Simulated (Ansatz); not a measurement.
## Nudged elastic band, with input and output: C₃H₆OSi (part 2 of 2)

The same run, continued: C₃H₆OSi; RKS B3LYP-D4/6-31G (Ansatz 0.2.0). It belongs to a series of runs on one base structure; here: band between the two ends.

Geometry of the input (Å):
```
C  -0.3315  -1.8724  1.6539
C  -0.0482  -0.7218  0.8036
C  0.2011  0.2507  0.1071
Si 0.5276  1.6636  -1.0335
O  0.0222  1.3270  -2.6539
H  0.5808  -2.4389  1.8751
H  -1.0373  -2.5584  1.1700
H  -0.7725  -1.5639  2.6093
H  -0.1806  2.8719  -0.4837
H  1.9930  1.9114  -1.1544
H  -0.8893  1.0737  -2.8729
```

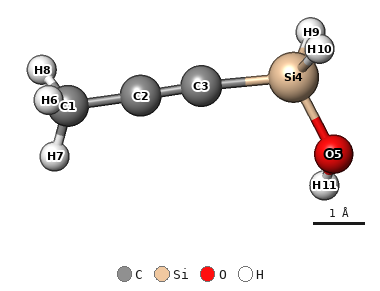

*The structure as given in the input (ball-and-stick view, seen at a tilt; atoms are numbered from 1 in the order of the input).*

### What the program printed, continued
```
NEB iter  37: max|band force component| = 1.148e-1 eV/Å  barrier→ = 3.0494 eV  barrier← = 1.7352 eV  CI = image 4  Δτ_max = 0.0063 Å  (160 SCF iters)
NEB iter  38: max|band force component| = 5.790e-2 eV/Å  barrier→ = 3.0494 eV  barrier← = 1.7352 eV  CI = image 4  Δτ_max = 0.0063 Å  (151 SCF iters)
the calculation of the forces begins
reference -13129.05113526 eV, -482.4837300302 hartree; 23, 23 occupied and 38, 38 virtual orbitals, 851 factors
851 factors; integrals over basis functions are off by at most 2.2e-4 eV
mean field -13127.43388956 eV, -482.4242973469 hartree, gradient 5.8e-5 eV, S^2 0.000000; 1 other end points of the search recorded, 0 dependent functions left out
the calculation of the forces begins
reference -13127.43413619 eV, -482.4243064106 hartree; 23, 23 occupied and 38, 38 virtual orbitals, 851 factors
NEB iter  39: max|band force component| = 3.001e-2 eV/Å  barrier→ = 3.0494 eV  barrier← = 1.7351 eV  CI = image 4  Δτ_max = 0.0000 Å  (350 SCF iters)
```

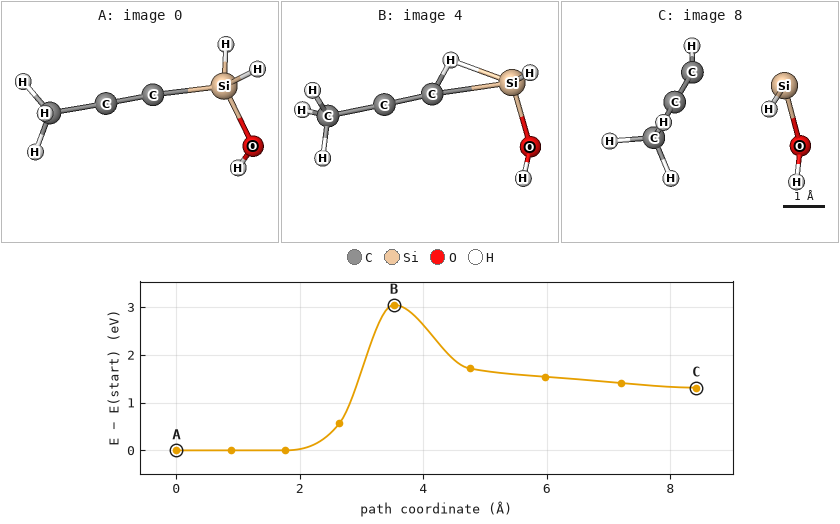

*Images of the last band (counted from 0; ball-and-stick, seen at a tilt) above the energy along the path; the line is a cubic interpolation that uses the forces.*

The highest image is number 4, 3.049 eV above the start and 1.735 eV above the end (the climbing image); the end lies 1.314 eV above the start. The path is 8.42 Å long. The band converged in 39 iterations.

```
Total energy: -13127.74939508 eV, -482.4358919612 hartree
Atom 0 at    -0.340410    -1.694687     1.613630 Å, force     0.000159    -0.000110    -0.000163 eV/Å
Atom 1 at    -0.018790    -0.559742     0.761280 Å, force     0.000005    -0.000219     0.000087 eV/Å
Atom 2 at     0.260156     0.410862     0.051909 Å, force    -0.000091     0.000327    -0.000067 eV/Å
Atom 3 at     0.509885     2.042751    -1.218881 Å, force    -0.000417     0.000682    -0.000320 eV/Å
Atom 4 at    -0.521022     1.629405    -2.559742 Å, force     0.000094    -0.000651     0.000186 eV/Å
Atom 5 at     0.502369    -1.962324     2.261443 Å, force    -0.000121    -0.000109    -0.000030 eV/Å
Atom 6 at    -0.591253    -2.577853     1.012501 Å, force    -0.000177     0.000125     0.000006 eV/Å
Atom 7 at    -1.205207    -1.481549     2.255147 Å, force    -0.000009     0.000078     0.000119 eV/Å
Atom 8 at    -0.017031     1.711465     0.314960 Å, force     0.000488    -0.000258     0.000117 eV/Å
Atom 9 at     1.955218     1.675740    -1.496987 Å, force     0.000040     0.000050     0.000201 eV/Å
Atom 10 at    -0.468516     0.748729    -2.974661 Å, force     0.000029     0.000085    -0.000135 eV/Å
Dipole moment:     0.073684    -0.737598     0.431515 e Å
this run last wrote the band of iteration 39 to [file]
```

### The last band as extended XYZ (Å, eV, eV/Å)
```
11
Properties=species:S:1:pos:R:3:forces:R:3 image=0 energy=-13130.79854
C    -0.3315   -1.8724    1.6539   -0.0012  -0.0010   0.0000
C    -0.0482   -0.7218    0.8036    0.0021   0.0059  -0.0042
C     0.2011    0.2507    0.1071   -0.0012  -0.0041   0.0035
Si    0.5276    1.6636   -1.0335   -0.0043  -0.0031  -0.0073
O     0.0222    1.3270   -2.6539    0.0024   0.0017   0.0048
H     0.5808   -2.4389    1.8751    0.0003   0.0001   0.0004
H    -1.0373   -2.5584    1.1700    0.0004   0.0000   0.0005
H    -0.7725   -1.5639    2.6093    0.0000  -0.0003   0.0004
H    -0.1806    2.8719   -0.4837    0.0008   0.0002   0.0012
H     1.9930    1.9114   -1.1544    0.0009   0.0003   0.0007
H    -0.8893    1.0737   -2.8729   -0.0002   0.0001   0.0000
11
Properties=species:S:1:pos:R:3:forces:R:3 image=1 energy=-13130.79874
C    -0.3313   -1.8766    1.6495    0.0000   0.0000   0.0000
C    -0.0350   -0.7333    0.7939   -0.0001   0.0000  -0.0001
C     0.2287    0.2312    0.0916    0.0001   0.0001   0.0001
Si    0.5647    1.6392   -1.0522    0.0000   0.0000   0.0000
O    -0.1127    1.3833   -2.6235   -0.0001   0.0000   0.0000
H     0.5491   -2.1745    2.2315    0.0000   0.0000   0.0000
H    -0.6437   -2.7449    1.0569    0.0000   0.0000   0.0000
H    -1.1371   -1.6501    2.3579    0.0000   0.0000   0.0000
H     0.0126    2.8875   -0.4192    0.0000   0.0000   0.0000
H     2.0285    1.7705   -1.3048    0.0000   0.0000   0.0000
H    -1.0583    1.2104   -2.7610    0.0000   0.0000   0.0000
11
Properties=species:S:1:pos:R:3:forces:R:3 image=2 energy=-13130.79825
C    -0.3360   -1.8686    1.6588    0.0002  -0.0021   0.0003
C    -0.0459   -0.7281    0.7977   -0.0007  -0.0010   0.0010
C     0.2086    0.2375    0.0937   -0.0025   0.0019   0.0034
Si    0.4994    1.6759   -1.0238   -0.0004   0.0001   0.0011
O    -0.5414    1.6551   -2.4056   -0.0004  -0.0006   0.0011
H     0.5345   -2.1372    2.2692    0.0005  -0.0021  -0.0001
H    -0.6121   -2.7517    1.0702    0.0005  -0.0021   0.0000
H    -1.1667   -1.6517    2.3409    0.0003  -0.0032   0.0008
H     0.1544    2.9477   -0.3261    0.0022   0.0104  -0.0081
H     1.9468    1.6600   -1.4342   -0.0001  -0.0024   0.0016
H    -0.5762    0.9040   -3.0201    0.0003   0.0009  -0.0010
11
Properties=species:S:1:pos:R:3:forces:R:3 image=3 energy=-13130.23254
C    -0.3446   -1.7465    1.6478   -0.0265  -0.1282   0.0741
C     0.0069   -0.6775    0.7375    0.0499  -0.2837  -0.0581
C     0.3411    0.1447   -0.0949    0.1904  -0.6359  -0.3443
Si    0.5097    1.6778   -1.0777    0.0032  -0.8693   0.3482
O    -0.5034    1.6600   -2.4904    0.0799   0.0685   0.1560
H     0.5038   -1.9988    2.2929   -0.0242  -0.0832   0.0854
H    -0.6118   -2.6387    1.0714   -0.0439  -0.1526   0.1273
H    -1.1954   -1.4836    2.2856   -0.0092  -0.0186   0.0467
H    -0.0391    2.3558    0.1190   -0.0777   1.5449  -0.4696
H     1.9416    1.8313   -1.4858   -0.0179   0.3947   0.0691
H    -0.5433    0.8184   -2.9848   -0.1240   0.1634  -0.0347
11
Properties=species:S:1:pos:R:3:forces:R:3 image=4 energy=-13127.74915
C    -0.3404   -1.6947    1.6136    0.0002  -0.0001  -0.0002
C    -0.0188   -0.5597    0.7613    0.0000  -0.0002   0.0001
C     0.2602    0.4109    0.0519   -0.0001   0.0003  -0.0001
Si    0.5099    2.0428   -1.2189   -0.0004   0.0007  -0.0003
O    -0.5210    1.6294   -2.5597    0.0001  -0.0007   0.0002
H     0.5024   -1.9623    2.2614   -0.0001  -0.0001   0.0000
H    -0.5913   -2.5779    1.0125   -0.0002   0.0001   0.0000
H    -1.2052   -1.4815    2.2551    0.0000   0.0001   0.0001
H    -0.0170    1.7115    0.3150    0.0005  -0.0003   0.0001
H     1.9552    1.6757   -1.4970    0.0000   0.0001   0.0002
H    -0.4685    0.7487   -2.9747    0.0000   0.0001  -0.0001
11
Properties=species:S:1:pos:R:3:forces:R:3 image=5 energy=-13129.08264
C    -0.3716   -1.7387    1.6508    0.0034  -0.0287  -0.0129
C    -0.1533   -0.4177    1.0764   -0.0432   0.0546   0.0940
C    -0.0087    0.7204    0.6815   -0.0760   0.0781   0.1711
Si    0.7080    2.3836   -1.7500    0.0573   0.0909  -0.1294
O    -0.4194    1.5138   -2.7337   -0.0150  -0.0010  -0.0366
H     0.4838   -2.0514    2.2596    0.0157  -0.0395  -0.0067
H    -0.5443   -2.5074    0.8905    0.0154   0.0055  -0.0490
H    -1.2532   -1.7129    2.3031    0.0037  -0.0750   0.0064
H     0.0251    1.7716    0.5022    0.0104   0.0090   0.0555
H     1.9166    1.3690   -1.7756   -0.0167  -0.0676  -0.0705
H    -0.3175    0.6126   -3.0843    0.0451  -0.0263  -0.0219
11
Properties=species:S:1:pos:R:3:forces:R:3 image=6 energy=-13129.25486
C    -0.3216   -1.5982    1.5076    0.0061   0.0066  -0.0124
C    -0.2186   -0.1711    1.2183   -0.0063   0.0225  -0.0039
C    -0.1560    1.0276    1.0231   -0.0119   0.0258   0.0518
Si    0.7748    2.0054   -1.7109    0.0144  -0.0343   0.0069
O    -0.3753    1.2830   -2.7959   -0.0088  -0.0096  -0.0052
H     0.5510   -1.9561    2.0665    0.0082   0.0039  -0.0218
H    -0.4044   -2.2002    0.5959    0.0125   0.0257  -0.0304
H    -1.2111   -1.8008    2.1170    0.0084  -0.0133  -0.0130
H    -0.1468    2.0902    0.9676   -0.0173   0.0267   0.0345
H     1.8671    0.8608   -1.7670   -0.0065  -0.0412   0.0024
H    -0.2937    0.4022   -3.2017    0.0013  -0.0129  -0.0090
11
Properties=species:S:1:pos:R:3:forces:R:3 image=7 energy=-13129.38670
C    -0.2061   -1.4203    1.3194    0.0174   0.0172  -0.0266
C    -0.2078    0.0223    1.0957   -0.0033   0.0166  -0.0191
C    -0.2388    1.2342    0.9493   -0.0081   0.0159   0.0141
Si    0.9000    1.5966   -1.4773    0.0064  -0.0402   0.0209
O    -0.3483    1.1730   -2.6244    0.0053   0.0002   0.0178
H     0.6843   -1.7375    1.8740    0.0161   0.0191  -0.0272
H    -0.2333   -1.9846    0.3812    0.0091   0.0306  -0.0305
H    -1.0854   -1.7132    1.9075    0.0145   0.0017  -0.0261
H    -0.3588    2.2879    1.0353   -0.0261   0.0168   0.0153
H     1.6353    0.1975   -1.4341   -0.0119  -0.0687   0.0462
H    -0.4756    0.2868   -3.0062   -0.0195  -0.0094   0.0151
11
Properties=species:S:1:pos:R:3:forces:R:3 image=8 energy=-13129.48430
C    -0.1580   -1.2968    1.1260    0.0051  -0.0115  -0.0027
C    -0.2201    0.1482    0.9489   -0.0083  -0.0063   0.0081
C    -0.2780    1.3683    0.7915    0.0119   0.0098  -0.0201
Si    0.9613    1.3684   -1.2330   -0.0027  -0.0039  -0.0017
O    -0.2648    1.0040   -2.4325   -0.0006  -0.0101  -0.0012
H     0.8735   -1.6391    1.2623   -0.0170   0.0043  -0.0023
H    -0.5745   -1.8216    0.2588    0.0063   0.0056   0.0154
H    -0.7376   -1.5979    2.0090    0.0076   0.0012  -0.0101
H    -0.5429    2.3831    0.9875   -0.0059  -0.0024   0.0098
H     1.5178   -0.0838   -0.9702   -0.0006   0.0006  -0.0006
H    -0.5115    0.1100   -2.7277    0.0043   0.0128   0.0053
```
